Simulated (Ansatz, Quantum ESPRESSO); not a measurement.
# Predicting the next point of a tunnelling series: a In chain with one bond drawn out

Method. Quantum ESPRESSO 7.5 (pw.x, pwcond.x), PBE, GBRV ultrasoft; geometry as built. T is the transmission per spin at the Fermi level. The series steps the stretch of one bond.

```
added stretch (Å)       T
              0.5    2.75
              1.2    1.64
                2   0.495
                3  0.0808
```

One more run was made and is withheld. What is T at 4 Å?

By hand: In the tunnelling regime ln T falls linearly. The last two rows give a slope of ln(0.495/0.0808)/(3 − 2) = 1.813 per Å, so T(4) ≈ 0.0808 × exp(−1.813 × 1) = 0.0132.

**The withheld run.** T = 0.0135; the estimate is 0.98 times that. The slope over the last interval is 1.790: the same within 8 %. A second code, Ansatz 0.2.0, gives 0.0109.

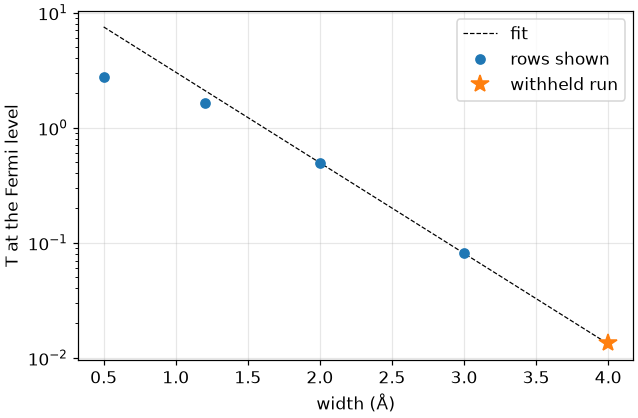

The rows shown, the fit and the withheld run.

Caveats: Short leads, unrelaxed atoms, a barrier without the image potential.

[Logs are printed without paths, hosts, clocks, repeated set-up lines and the standing remarks that a program may print on its own settings, such as how far it seeks lower states.]
